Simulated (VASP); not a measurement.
Band structure of ZnCu2GeS4 (space group I-4). Computed with PBE GGA, VASP's PBE PAW potentials (set 64) (plane waves; VASP 6.6.1).

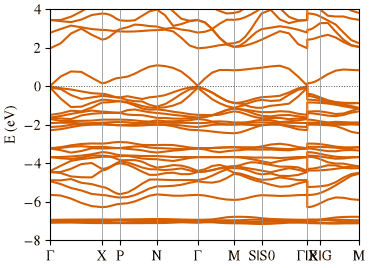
Fig. 1. Bands along high-symmetry lines, zero at the valence-band maximum or, without a gap, the Fermi level

Problem. Read the plot: is there a gap, and where are the band edges?

Solution. It has no gap at this level: it comes out as a metal or semimetal.

The structure was generated: ZnCu2GeS4 was put into an ordered model structure, which need not be its known phase. The cell was not relaxed at this level. The k-mesh is coarse (spacing up to 0.41 per Å, 2π included), so the numbers may not be converged in it.
